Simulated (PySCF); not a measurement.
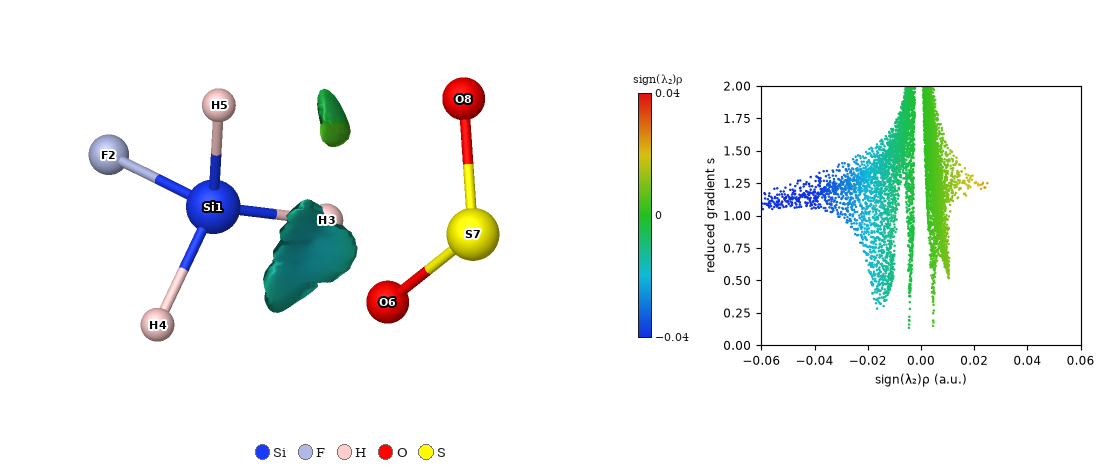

Figure. FH3O2SSi, SMILES `[SiH3]F.O=S=O`. Non-covalent interaction surfaces between the fragments (reduced density gradient s = 0.4, coloured by sign(λ₂)ρ in a.u.; trimmed to the region between the fragments where ρ is under 0.06 a.u.). Fragment A: SiH3F (atoms 1–5); fragment B: SO2. The plot gives s against sign(λ₂)ρ for grid points between the fragments.

PySCF calculation, PBE/6-31+G*, gas phase; geometry: GFN2-xTB. GFN2-xTB bond lengths at metals and heavier atoms can be off by up to 0.1 Å and shapes distorted, which carries into these values.

Geometry (Å), atoms numbered from 1:

```
Si1      1.6559    0.1123    0.0101
F2       3.2081   -0.3462   -0.0158
H3       1.3483    0.2813   -1.4020
H4       1.6878    1.3357    0.7931
H5       0.9997   -1.0144    0.6536
O6      -0.8909    0.9722    0.0019
S7      -2.0949    0.1888   -0.0068
O8      -1.9307   -1.2321    0.0062
```

**Which interactions hold the two fragments together?**

Bond critical points between the fragments: Si1···O6, 2.69 Å, ρ = 0.017 a.u. It appears blue-green. The pose is a local one from a semi-empirical search, not shown to be the most stable.

**How strongly are they bound?**

The counterpoise-corrected interaction energy of the frozen fragments is −1.5 kcal/mol without dispersion correction and −3.0 kcal/mol with D3(BJ). The pair geometry is semi-empirical, not a minimum at this level.
